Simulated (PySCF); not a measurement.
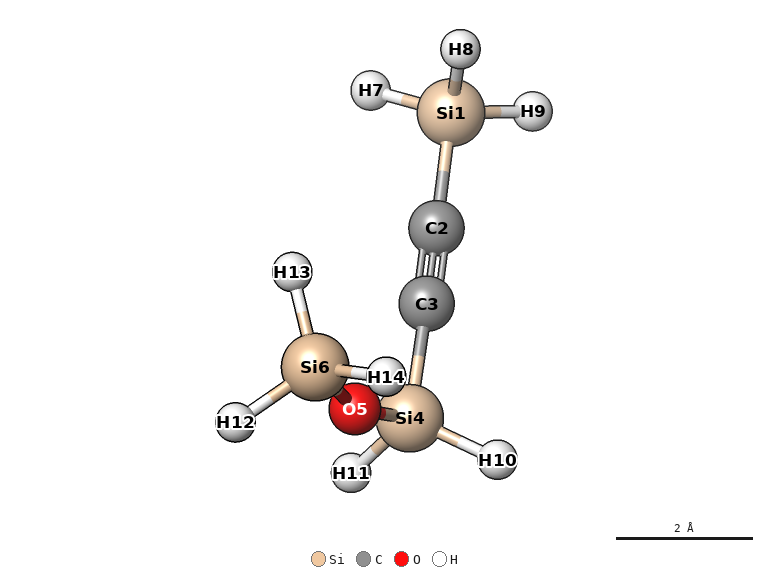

The geometry was computed by an optimisation with GFN2-xTB. No frequency run is at hand to confirm it as a minimum.

List the bonds and their lengths.

```tsv
bond	length (Å)	order
Si1–C2	1.849	single
Si1–H7	1.466	single
Si1–H8	1.466	single
Si1–H9	1.466	single
C2–C3	1.211	triple
C3–Si4	1.853	single
Si4–O5	1.623	single
Si4–H10	1.464	single
Si4–H11	1.463	single
O5–Si6	1.616	single
Si6–H12	1.461	single
Si6–H13	1.461	single
Si6–H14	1.462	single
```
